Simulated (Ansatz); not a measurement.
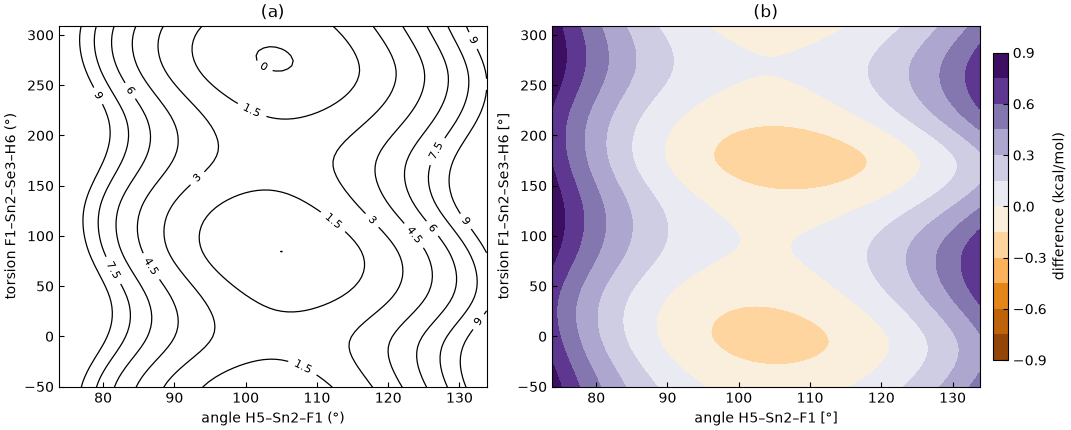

FH₃SeSn, SMILES [F][SnH2][SeH]. 
- Two internal coordinates are moved rigidly from the geometry relaxed at PBE0-D4/def2-TZVP, all others fixed.
- First axis: angle H5–Sn2–F1. Second axis: torsion F1–Sn2–Se3–H6.
- The grid has 5 × 8 points.
- Points are written as (first, second).
- Energies are in kcal/mol, from each map's own lowest point.
- The calculation used Ansatz 0.2.0, RKS PBE-D4/def2-TZVPP.

Panel (a): RKS PBE-D4/def2-TZVPP (Ansatz). Panel (b): the map at Ansatz, RKS PBE0-D4/def2-TZVPP less the map of (a), each from its own lowest point.

### How does the change of method alter the landscape?

The difference runs from −0.22 kcal/mol at (103.8°, 174°) to 0.9 kcal/mol at (73.8°, 264°). The interpolated minimum moves from 103.80 to 104.62° in angle H5–Sn2–F1 and 276.3 to 85.0° in torsion F1–Sn2–Se3–H6.
